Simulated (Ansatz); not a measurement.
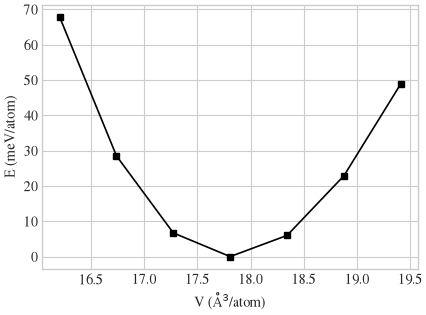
*ZrGeS in space group P4/nmm (No. 129; Zr on 2c, Ge on 2a, S on 2c) under volume change, r²SCAN in the plane-wave PAW code Ansatz, shape and atoms relaxed at each volume.*

### Question
What does a third-order Birch–Murnaghan fit give for V₀, B₀ and B′?

### Answer
V₀ = 17.81 Å³/atom, B₀ = 127 GPa, B′ = 4.4.

The workflow started from a Materials Project entry (that database holds measured and hypothetical structures alike); the Crystallography Open Database files this formula in space group No. 129, but the cells were not matched. Its standing as an ambient phase is unchecked. The cell was relaxed with r²SCAN under the symmetry of its start; whether a distortion lowers the energy is not shown. The run is not spin-polarised.

Potentials: the later of the program's two PAW sets.
